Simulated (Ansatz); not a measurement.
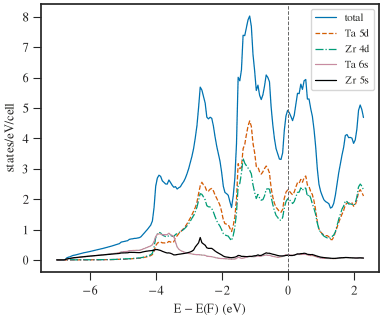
Total and projected density of states of ZrTa in space group Pmma (No. 51; Ta on 2e, Zr on 2f), DFT-PBEsol in the program Ansatz with PAW potentials

Question: Which orbitals carry the states next to the Fermi level?

Answer: Within 0.5 eV of the Fermi level: Ta 5d 47 %, Zr 4d 40 %. Projections are on Löwdin-orthogonalised atomic valence shells; empty p or d shells of many metals are not among them.

Question: Where is the tallest occupied peak in this window, and what makes it?

Answer: Near -1.1 eV, about 8.0 states/eV per cell; the largest projected share is Ta 5d.

The start of the workflow was typed in or built on a structure type; neither database checked (COD, Materials Project) lists it. Whether it is the stable phase at ambient conditions was not checked. The cell was relaxed with PBEsol under the symmetry of its start; its stability against distortions is not shown here. No spin polarisation was allowed. Its formation energy is positive at this level, so the cell may be metastable or incomplete. Spin–orbit coupling is left out wherever it is not named.

Potentials: the later of the program's two PAW sets.
